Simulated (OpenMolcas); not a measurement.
Run report: O3, energy and gradient calculation

System: O3.
Method: B3LYP/6-31G*, RKS (OpenMolcas 26.06).

The geometry comes from this level: PBE0-D4/def2-TZVP.

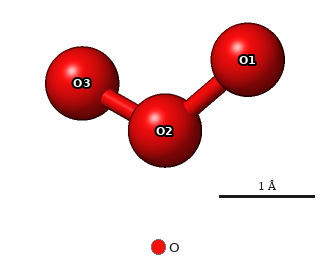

*The structure (ball-and-stick view, seen at a tilt; atoms are numbered from 1 in the order of the input).*

Bond lengths as drawn: O–O 1.24 Å.

### Input file
```
&GATEWAY
BasLib=$CurrDir
BasisSet
O.6-31Gs....
O1 0.848700 -0.535900 0.409500 angstrom
O2 -0.228900 -0.317600 -0.159400 angstrom
O3 -0.619800 0.853500 -0.250100 angstrom
End of Basis
&SEWARD
GridInput
Grid=UltraFine
End of Grid
&SCF
KSDFT=B3LYP
Thresholds=1e-10 1e-07 1e-07 1e-05
PrOrbitals=1 1
&ALASKA
```

Run as:
```bash
export MOLCAS_MEM=1860
pymolcas test.inp > test.log
```

### Log
```
--- Start Module: gateway ---

                                              &GATEWAY

                       available to each process: 1.9 GB of memory, 1 thread

 Basis Set     1 Label: O.6-31GS....
 Basis set is read from library:.
 basistype.tbl is not found

++    Symmetry information:
      ---------------------

                    Character Table for C1

                             E
                    a        1  x, y, xy, Rz, z, xz, Ry, yz, Rx, I
--

++    Basis set information:
      ----------------------

      Basis set label: O.6-31GS.........

      Electronic valence basis set:
      ------------------
      Associated Effective Charge   8.000000 au
      Associated Actual Charge      8.000000 au
      Nuclear Model: Point charge

      Shell  nPrim  nBasis  Cartesian Spherical Contaminant
         s      10       3        X
         p       4       2        X
         d       1       1        X
--

++    Molecular structure info:
      -------------------------

                    ************************************************
                    **** Cartesian Coordinates / bohr, angstrom ****
                    ************************************************

     Center  Label                x              y              z                     x              y              z
        1      O1               1.603811      -1.012704       0.773843              0.848700      -0.535900       0.409500
        2      O2              -0.432558      -0.600177      -0.301222             -0.228900      -0.317600      -0.159400
        3      O3              -1.171252       1.612881      -0.472621             -0.619800       0.853500      -0.250100

                    ***************************************
                    *    InterNuclear Distances / bohr    *
                    ***************************************

               1 O1            2 O2            3 O3
    1 O1       0.000000
    2 O2       2.339389        0.000000
    3 O3       4.018500        2.339374        0.000000

                    *******************************************
                    *    InterNuclear Distances / angstrom    *
                    *******************************************

               1 O1            2 O2            3 O3
    1 O1       0.000000
    2 O2       1.237951        0.000000
    3 O3       2.126499        1.237944        0.000000

                    **************************************
                    *    Valence Bond Angles / degree    *
                    **************************************
                          Atom centers                 Phi
                      1 O1       2 O2       3 O3       118.38
--

            Nuclear Potential Energy             70.64164831 au

--- Stop Module: gateway /rc=_RC_ALL_IS_WELL_ ---

--- Start Module: seward ---

                                              &SEWARD

                       available to each process: 1.9 GB of memory, 1 thread

               SEWARD will generate:
                  Multipole Moment integrals up to order  2
                  Kinetic Energy integrals
                  Nuclear Attraction integrals (point charge)
                  One-Electron Hamiltonian integrals
                  Velocity integrals
                  Orbital angular momentum around ( -0.0000  -0.0000   0.0000 )
                  Velocity quadrupole around ( -0.0000  -0.0000   0.0000 )
                  Two-Electron Repulsion integrals

                   Integrals are discarded if absolute value <: 1.00E-14
                   Integral cutoff threshold is set to       <: 1.00E-16

            Nuclear Potential Energy             70.64164831 au

      Basis set specifications :
      Symmetry species         a
      Basis functions           45

--- Stop Module: seward /rc=_RC_ALL_IS_WELL_ ---

--- Start Module: scf ---

                                                &SCF

                       available to each process: 1.9 GB of memory, 1 thread

 ###############################################################################
 ###     Minimized-density-differences option turned off!                    ###
 ###############################################################################
++    Input section:
      --------------

      Header of the integral files:

      Cartesian coordinates in angstrom:
      -----------------------------------------------------
      No.  Label        X            Y            Z
      -----------------------------------------------------
       1   O1         0.84870000  -0.53590000   0.40950000
       2   O2        -0.22890000  -0.31760000  -0.15940000
       3   O3        -0.61980000   0.85350000  -0.25010000
      -----------------------------------------------------
      Nuclear repulsion energy =   70.64164831
--

++    Orbital specifications:
      -----------------------

      Symmetry species               1
                                     a
      Frozen orbitals                0
      Occupied orbitals             12
      Secondary orbitals            33
      Deleted orbitals               0
      Total number of orbitals      45
      Number of basis functions     45
--

      Molecular charge                           0.000

      Numerical integration parameters
      --------------------------------
      Radial quadrature type:                         MHL
      Size of radial grid:                            99
      Lebedev angular grid:                           41
      Angular grid pruned with the crowding factor:  1.00E+10
                                 and fading factor:  1.00E+01
      Screening threshold for integral computation:   1.00E-11
      Radial quadrature accuracy:                     1.00E-25
      Maximum batch size:                             128
      AO values are stored on disk
      The same grid will be used for all iterations.

      DFT functional specifications
      -----------------------------
      Using Libxc version: 6.2.2
      Please cite the following reference:
      S. Lehtola, C. Steigemann, M. J.T. Oliveira, and M. A.L. Marques.,  SoftwareX 7, 1–5 (2018) doi:10.1016/j.softx.2017.11.002

      * B3LYP

++    Optimization specifications:
      ----------------------------

      SCF Algorithm: Conventional
      D(i)-D(i-1) density differences are used
      Number of density matrices in core                 5
      Maximum number of NDDO SCF iterations            400
      Maximum number of HF SCF iterations              400
      Threshold for SCF energy change             1.00E-10
      Threshold for density matrix                1.00E-07
      Threshold for Fock matrix                   1.00E-07
      Threshold for linear dependence             1.00E-09
      Threshold at which DIIS is turned on        1.50E-01
      Maximum depth in the DIIS procedure                5
      Maximum depth in the BFGS Hessian update          30
      Threshold at which QNR/C2DIIS is turned on  7.50E-02
      Threshold for Norm(delta) (QNR/C2DIIS)      1.00E-05
      All orbitals punched on: SCFORB
--

      Input vectors read from INPORB
      Orbital file label: *Guess orbitals

++ Convergence information
                                   B3LYP      iterations: Energy and convergence statistics

Iter     Tot. B3LYP      One-elec.       Two-elec.     Energy      Max Dij or  Max Fij      DNorm      TNorm      AccCon     Time
         Energy          Energy          Energy        Change      Delta Norm                                                in Sec.
   1  -224.746592861  -464.646179885   169.257938713   0.00E+00    8.79E-01*   3.09E-01*    6.10E+00   1.55E+02   None         0.
   2  -223.793279785  -475.694708876   181.259780779   9.53E-01*   1.23E-01*   1.77E-01*    3.64E+00   1.61E+02   EDIIS        0.
   3  -225.385614722  -470.949513419   174.922250386  -1.59E+00*   5.02E-02*   3.02E-02*    1.12E+00   1.58E+02   c2DIIS       0.
   4  -225.401210162  -469.162257354   173.119398880  -1.56E-02*   6.17E-02*   2.51E-02*    2.72E-01   1.57E+02   QNRc2DIIS    0.
   5  -225.398581928  -470.017839229   173.977608990   2.63E-03*   4.21E-02*   3.67E-02*    2.20E-01   1.57E+02   QNRc2DIIS    0.
   6  -225.404156674  -469.978606141   173.932801155  -5.57E-03*   1.30E-02*   9.48E-03*    1.36E-01   1.58E+02   QNRc2DIIS    0.
   7  -225.404846976  -469.707127234   173.660631946  -6.90E-04*   2.42E-03*   2.17E-03*    5.30E-02   1.57E+02   QNRc2DIIS    0.
   8  -225.404861697  -469.702491625   173.655981616  -1.47E-05*   3.81E-04*   2.94E-04*    7.88E-03   1.57E+02   QNRc2DIIS    0.
   9  -225.404862293  -469.705691930   173.659181326  -5.95E-07*   1.09E-04*   5.48E-05*    1.87E-03   1.57E+02   QNRc2DIIS    0.
  10  -225.404862313  -469.705360115   173.658849491  -2.06E-08*   1.22E-05*   4.46E-06*    4.60E-04   1.57E+02   QNRc2DIIS    0.
  11  -225.404862313  -469.705413530   173.658902905  -2.48E-10*   2.03E-06    1.26E-06*    6.73E-05   1.57E+02   QNRc2DIIS    0.
  12  -225.404862313  -469.705404368   173.658893743  -1.48E-11    4.08E-07    1.93E-07*    1.01E-05   1.57E+02   QNRc2DIIS    0.
  13  -225.404862313  -469.705404941   173.658894316  -1.02E-12    3.07E-08    1.51E-08     2.19E-06   1.57E+02   QNRc2DIIS    0.

       Convergence after  13 Iterations
--

 *****************************************************************************************************************************
 *                                             SCF/KS-DFT Program, Final results                                             *
 *                                                       Final Results                                                       *
 *****************************************************************************************************************************

::    Total KS-DFT energy                            -225.4048623134
      One-electron energy                            -469.7054049407
      Two-electron energy                             173.6588943157
      Nuclear repulsion energy                         70.6416483116
      Kinetic energy (interpolated)                   223.7403973196
      Virial theorem                                    1.0074392690
      Total spin, S(S+1)                                0.0000000000
      Total spin, S                                     0.0000000000
      Max non-diagonal density matrix element           0.0000000215
      Max non-diagonal Fock matrix element              0.0000000087

      All orbitals with orbital energies smaller than  E(LUMO)+0.5 are printed

++    Molecular orbitals:
      -------------------

      Title: RKS-DFT orbitals

      Molecular orbitals for symmetry species 1: a

          Orbital            1         2         3         4         5         6         7         8         9        10
          Energy          -19.4544  -19.2662  -19.2662   -1.3919   -1.1140   -0.7712   -0.6130   -0.5992   -0.5921   -0.3627
          Occ. No.          2.0000    2.0000    2.0000    2.0000    2.0000    2.0000    2.0000    2.0000    2.0000    2.0000

          Orbital           11        12        13        14        15
          Energy           -0.3438   -0.3311   -0.1749    0.1119    0.2048
          Occ. No.          2.0000    2.0000    0.0000    0.0000    0.0000

--

++    Molecular charges:
      ------------------

      Mulliken charges per centre and basis function type
      ---------------------------------------------------

                O1      O2      O3
      1s       3.9423  3.8173  3.9423
      2px      1.0252  1.2194  1.6634
      2pz      1.2461  1.3175  1.4457
      2py      1.8739  1.2796  1.0361
      d200     0.0198  0.0245 -0.0060
      d110     0.0069  0.0316  0.0116
      d101     0.0145  0.0185  0.0012
      d020    -0.0103  0.0239  0.0230
      d011     0.0024  0.0204  0.0103
      d002     0.0022  0.0011 -0.0046
      Total    8.1231  7.7538  8.1231

      N-E     -0.1231  0.2462 -0.1231

      Total electronic charge=   24.000000

      Total            charge=   -0.000000
--

++    Molecular properties:
      ---------------------

      Charge (e):
                      =   -0.0000
      Dipole Moment (debye):
      Origin of the operator (angstrom)=   -0.0000   -0.0000    0.0000
                   X= -3.4336E-01               Y= -4.7637E-01               Z= -2.3910E-01           Total=  6.3403E-01
      Quadrupole Moment (debye*angstrom):
      Origin of the operator (angstrom)=   -0.0000   -0.0000    0.0000
                  XX= -1.5880E+01              XY=  6.6986E-01              XZ= -8.4562E-01              YY= -1.6106E+01
                  YZ=  1.6733E-01              ZZ= -1.4658E+01
      In traceless form (debye*angstrom)
                  XX= -4.9766E-01              XY=  1.0048E+00              XZ= -1.2684E+00              YY= -8.3692E-01
                  YZ=  2.5099E-01              ZZ=  1.3346E+00
--

--- Stop Module: scf /rc=_RC_ALL_IS_WELL_ ---
--- Module scf spent 5 seconds ---

--- Start Module: alaska ---

                                              &ALASKA

                       available to each process: 1.9 GB of memory, 1 thread

                     Threshold for contributions to the gradient: 1.000E-07

                    ********************************************
                    * Symmetry Adapted Cartesian Displacements *
                    ********************************************

           Irreducible representation : a
           Basis function(s) of irrep: x, y, xy, Rz, z, xz, Ry, yz, Rx, I

 Basis Label        Type   Center Phase
   1   O1           x         1     1
   2   O1           y         1     1
   3   O1           z         1     1
   4   O2           x         2     1
   5   O2           y         2     1
   6   O2           z         2     1
   7   O3           x         3     1
   8   O3           y         3     1
   9   O3           z         3     1

                     No automatic utilization of translational and rotational invariance of the energy is employed.

 DFT contribution computed for a moving grid.

 Conventional ERI gradients!

 **************************************************
 *              Molecular gradients               *
 **************************************************

  Irreducible representation: a
 ------------------------------------------------------------------------------------------
                              X                       Y                       Z
 ------------------------------------------------------------------------------------------
  O1               -2.87343025605811E-02    6.24733849995884E-03   -1.51246063642470E-02
  O2                1.79432034675457E-02    2.49064676676962E-02    1.24962575454619E-02
  O3                1.07910990930744E-02   -3.11538061676444E-02    2.62834881880925E-03
 ------------------------------------------------------------------------------------------

--- Stop Module: alaska /rc=_RC_ALL_IS_WELL_ ---
--- Module alaska spent 1 second ---

.##################.
.# Happy landing! #.
.##################.

    Timing: Wall=7.41 User=5.32 System=1.30
```

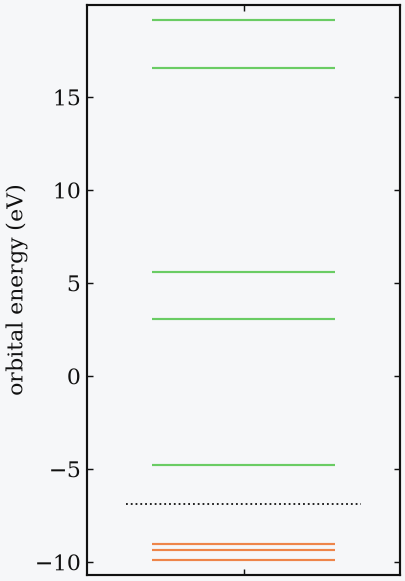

*Orbital energies near the frontier; the dotted line parts filled from empty levels, and levels within 0.02 eV of each other stand side by side.*

Highest filled −9.01 eV, lowest empty −4.76 eV, 4.25 eV apart.

### Key numbers

```csv
quantity,value
outcome,converged
total energy,−225.404862 hartree
basis functions,45
largest force,1.704 eV/Å
HOMO,−9.01 eV
LUMO,−4.76 eV
dipole moment,0.63 debye
hardware,"1 thread of Arm Neoverse V1, 24 GiB of memory available, shared host"
wall time,7.8 s
peak memory,0.38 GiB
```
